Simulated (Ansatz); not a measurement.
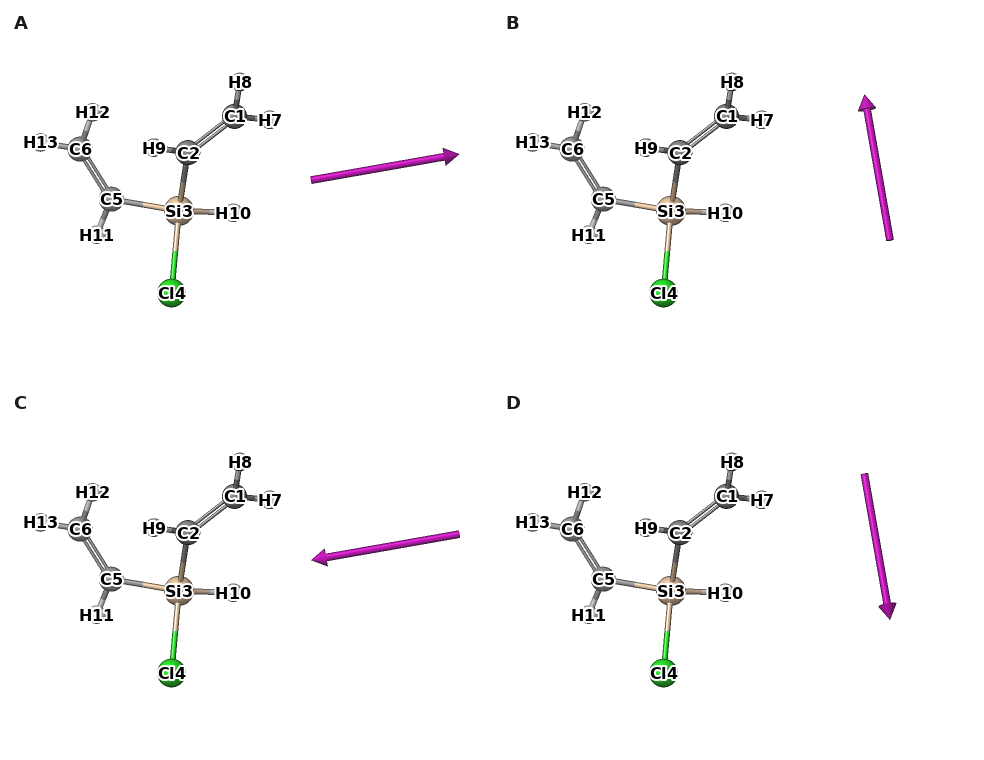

The same molecule four times, each with an arrow. Computed geometry: PBE0-D4/def2-TZVP optimisation. No frequency run is at hand to confirm it as a minimum. Level of theory: RKS PBE-D4/def2-TZVPP (Ansatz 0.2.0).

Which arrow points along the dipole moment, from the negative to the positive end?

B. The dipole moment is 2.12 D; it points from the side of Cl4 to the side of H12 (the outermost atoms at the two ends).
